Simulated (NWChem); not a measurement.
**doublet CH6NPSi+: levels of theory compared**

Aim: a comparison of 6 runs (UB3LYP/6-31G*, UPBE/def2-SVP, UB3LYP/def2-SVP, UPBE0/def2-SVP, USVWN5/def2-SVP, UMP2/def2-SVP) of doublet CH6NPSi+. 

Program for the calculation: NWChem 7.3.0.

3 further runs of the same task are left out: 3 set aside as unsound or not needed. Runs told in other sessions of the task aren't counted.

## 1. The structure to begin with

The species is CH6NPSi+ (10 atoms), meant as a doublet with charge +1. SMILES of the parent species: `C1NP[SiH2]1`. Geometry: relaxed at PBE0-D4/def2-TZVP. That shape belongs to the parent species and isn't relaxed for this state.

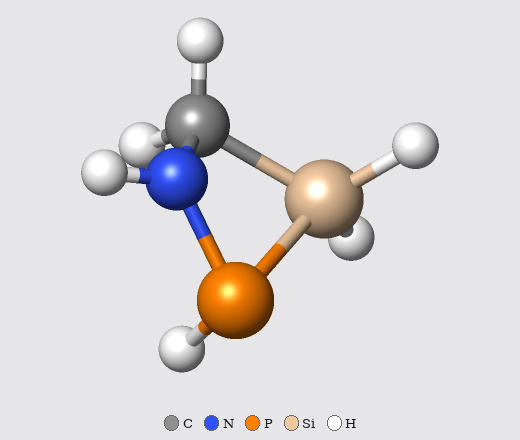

The structure, seen from a chosen angle (carbon grey, nitrogen blue, phosphorus orange, silicon light orange, hydrogen white).

## 2. The energy at UB3LYP/6-31G(d) (Cartesian functions) (run 1)

File test.nw:

```
start test
title "CH6NPSi energy"
memory 2200 mb
charge 1

geometry units au noautosym nocenter noautoz
  C  -0.98057889  1.42428658 -0.52969023
  N   0.73453654  1.63877050  1.63499104
  P   1.84040427 -1.35304391  2.41110156
  Si  0.72244230 -1.50667864 -1.71473749
  H  -0.99380697  3.11294585 -1.72097358
  H  -2.93701234  0.96829567  0.00680301
  H   0.23905035  2.83553405  3.04075831
  H  -0.47828968 -2.63352233  3.08308817
  H   2.82155008 -0.94467409 -3.49240285
  H  -0.81107045 -3.63866765 -2.71326877
end

basis
  * library 6-31G*
end

dft
  xc b3lyp
  mult 2
  grid xfine
  convergence energy 1e-08
  iterations 100
  mulliken
  print low
end

task dft
```

Command:

```console
$ nwchem test.nw > test.out
```

Standard output:

```text
[...]
 d= 0,ls=0.0,diis     1   -726.8751782145 -9.49D+02  9.78D-03  2.97D-01     5.7
[...]
 d= 0,ls=0.0,diis    14   -726.9647435881 -2.85D-09  4.23D-07  2.31D-10    71.9
[...]
         Total DFT energy =     -726.964743588107
      One electron energy =    -1434.099049191472
           Coulomb energy =      543.249527968692
    Exchange-Corr. energy =      -58.484423058584
 Nuclear repulsion energy =      222.369200693257
[...]
      Total Density - Mulliken Population Analysis
     ---------------------------------------------
    Atom       Charge   Shell Charges
 -----------   ------   -------------------------------------------------------
    1 C    6     6.37   1.99  0.68  2.08  0.64  0.93  0.04
    2 N    7     7.52   1.99  0.80  2.45  0.88  1.38  0.03
    3 P   15    14.63   2.00  1.99  5.97  1.30  2.30  0.46  0.51  0.09
    4 Si  14    13.56   2.00  1.99  5.96  1.08  1.91  0.24  0.25  0.13
    5 H    1     0.74   0.51  0.23
    6 H    1     0.74   0.50  0.23
    7 H    1     0.59   0.49  0.10
    8 H    1     0.88   0.48  0.40
    9 H    1     0.98   0.50  0.47
   10 H    1     0.99   0.50  0.49
[...]
      <S2> =      0.7562 (Exact =     0.7500)
[...]
```

Wall time 73 s (1 thread of Intel Xeon 6975P-C (Granite Rapids), shared host); peak memory 0.14 GiB.

## 3. The energy at UPBE/def2-SVP (run 2)

File run.py:

```python
from ase import Atoms
from ase.calculators.nwchem import NWChem

atoms = Atoms(['C', 'N', 'P', 'Si', 'H', 'H', 'H', 'H', 'H', 'H'], positions=[
    [-0.518900, 0.753700, -0.280300],
    [0.388700, 0.867200, 0.865200],
    [0.973900, -0.716000, 1.275900],
    [0.382300, -0.797300, -0.907400],
    [-0.525900, 1.647300, -0.910700],
    [-1.554200, 0.512400, 0.003600],
    [0.126500, 1.500500, 1.609100],
    [-0.253100, -1.393600, 1.631500],
    [1.493100, -0.499900, -1.848100],
    [-0.429200, -1.925500, -1.435800],
])

calc = NWChem(
    label='mymol',
    theory='dft',
    memory='2200 mb',
    basis='def2-SVP',
    basispar='spherical bse',
    charge=1,
    dft={'xc': 'xpbe96 cpbe96', 'mult': '2', 'grid': 'fine', 'convergence': 'energy 1e-08', 'iterations': '100', 'mulliken': None, 'print': 'low'},
    task='energy',
)
atoms.calc = calc

print("Total energy (eV):", round(atoms.get_potential_energy(), 6))
```

Command:

```console
$ export ASE_NWCHEM_COMMAND="nwchem PREFIX.nwi > PREFIX.nwo"
$ python run.py
```

Standard output:

```text
Total energy (eV): -19762.802111
```

The calculator wrote mymol.nwi:

```
title "mymol"

permanent_dir mymol

scratch_dir mymol

start mymol

geometry units angstrom nocenter noautosym noautoz
  C  -5.1890000000000003e-01 7.5370000000000004e-01 -2.8029999999999999e-01
  N  3.8869999999999999e-01 8.6719999999999997e-01 8.6519999999999997e-01
  P  9.7389999999999999e-01 -7.1599999999999997e-01 1.2759000000000000e+00
  Si 3.8229999999999997e-01 -7.9730000000000001e-01 -9.0739999999999998e-01
  H  -5.2590000000000003e-01 1.6473000000000000e+00 -9.1069999999999995e-01
  H  -1.5542000000000000e+00 5.1239999999999997e-01 3.5999999999999999e-03
  H  1.2650000000000000e-01 1.5004999999999999e+00 1.6091000000000000e+00
  H  -2.5309999999999999e-01 -1.3935999999999999e+00 1.6315000000000000e+00
  H  1.4931000000000001e+00 -4.9990000000000001e-01 -1.8481000000000001e+00
  H  -4.2920000000000003e-01 -1.9255000000000000e+00 -1.4358000000000000e+00
end

charge 1

memory 2200 mb

basis spherical bse noprint
   * library def2-SVP
end

dft
  xc xpbe96 cpbe96
  mult 2
  grid fine
  convergence energy 1e-08
  iterations 100
  mulliken
  print low
end

task dft energy
```

mymol.nwo:

```text
Northwest Computational Chemistry Package (NWChem) 7.3.0
             --------------------------------------------------------

           Job information
           ---------------

    nwchem branch   = 7.3.0
    use scalapack   = T
    input           = mymol.nwi
    prefix          = mymol.
    data base       = mymol/mymol.db
    status          = startup
    nproc           =        1

           Memory information
           ------------------

[... 5 lines left out ...]
    hardfail = no
[... 40 lines left out ...]
            Nuclear Dipole moment (a.u.)
[... 109 lines left out ...]
         Total DFT energy =     -726.269587794111
[... 1 line left out ...]
           Coulomb energy =      543.094308774044
[... 1 line left out ...]
 Nuclear repulsion energy =      222.369216818966
[... 45 lines left out ...]
    Atom       Charge   Shell Charges
 -----------   ------   -------------------------------------------------------
    1 C    6     0.06   0.00  0.01 -0.00  0.04  0.01  0.01
    2 N    7     0.41   0.00  0.02  0.00  0.26  0.12 -0.00
    3 P   15     0.33   0.00  0.00  0.04  0.02  0.01  0.10  0.13  0.02
[... 6 lines of this table left out ...]
   10 H    1     0.00   0.00 -0.00  0.00

     --------------------------
     Expectation value of S2:
     --------------------------
      <S2> =      0.7532 (Exact =     0.7500)

 Task  times  cpu:       35.8s     wall:       35.8s
 Total times  cpu:       35.8s     wall:       35.8s
```

It took 37 s on 1 thread of Intel Xeon 6975P-C (Granite Rapids), shared host; peak memory 0.12 GiB.

Runs 3 to 5 aren't shown in full; the table further down has their settings and results.

## 4. The energy at UMP2/def2-SVP (run 6)

File a.nw:

```
start a
memory total 2200 mb
charge 1
geometry units angstrom noautosym nocenter noautoz
   C       -0.518900       0.753700      -0.280300
   N        0.388700       0.867200       0.865200
   P        0.973900      -0.716000       1.275900
   Si       0.382300      -0.797300      -0.907400
   H       -0.525900       1.647300      -0.910700
   H       -1.554200       0.512400       0.003600
   H        0.126500       1.500500       1.609100
   H       -0.253100      -1.393600       1.631500
   H        1.493100      -0.499900      -1.848100
   H       -0.429200      -1.925500      -1.435800
end
basis spherical bse
   * library def2-SVP
end
scf
   doublet
   uhf
   thresh 1e-08
   maxiter 80
end
mp2
   freeze core 12
   tight
end
task mp2 energy
```

Command:

```console
$ nwchem a.nw > a.out
```

Standard output:

```text
[...]
  functions       =    94
[...]
  wavefunction    = UHF
[...]
         Total SCF energy =   -724.874774247854
      One electron energy =  -1432.962125861966
      Two electron energy =    485.718134795146
 Nuclear repulsion energy =    222.369216818966
                       Sz =      0.5000
                 Sz(Sz+1) =      0.7500
                      S^2 =      0.7607
[...]
          Total MP2 energy          -725.374027122148
[...]
```

Wall time 62 s (1 thread of Intel Xeon 6975P-C (Granite Rapids), shared host); peak memory 0.23 GiB.

## 5. All runs side by side

| run | level | Cartesian functions | integration grid | energy (Eh) | ⟨S²⟩ | wall time |
| --- | --- | --- | --- | --- | --- | --- |
| 1 | UB3LYP/6-31G* (Cartesian functions) | yes | xfine | -726.964744 | 0.756 | 73 s |
| 2 | UPBE/def2-SVP | no | fine | -726.269588 | 0.753 | 37 s |
| 3 | UB3LYP/def2-SVP | no | fine | -726.732743 | 0.756 | 37 s |
| 4 | UPBE0/def2-SVP | no | fine | -726.333031 | 0.758 | 39 s |
| 5 | USVWN5/def2-SVP | no | fine | -723.450609 | 0.752 | 18 s |
| 6 | UMP2/def2-SVP | no | – | -725.374027 | 0.761 | 62 s |

## 6. Outcome

| quantity | value |
| --- | --- |
| run 6: total energy | -725.37403 Eh |
| run 6: HOMO energy (Hartree–Fock orbitals) (highest over α and β) | -15.86 eV |
| run 6: LUMO energy (Hartree–Fock orbitals) (lowest over α and β) | -7.04 eV |
| run 6: correlation energy (12 core orbitals frozen) | -499.3 mEh |
| run 6: ⟨S²⟩ of the reference determinant | 0.761 |

Totals of different functionals can't be ranked against each other. All runs together took 4.4 min, the longest 73 s.
